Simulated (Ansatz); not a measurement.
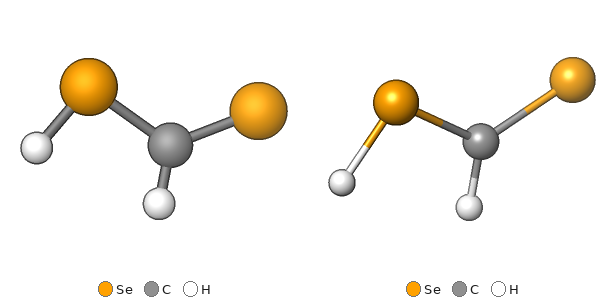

The same structure drawn twice, from different directions.

The geometry was computed by an optimisation with PBE0-D4/def2-TZVP. No frequency run is at hand to confirm it as a minimum.

Identify the structure.

The molecule is CH2Se2. All atoms lie on one plane. Coordination: 1 C trigonal planar; 1 Se bent.
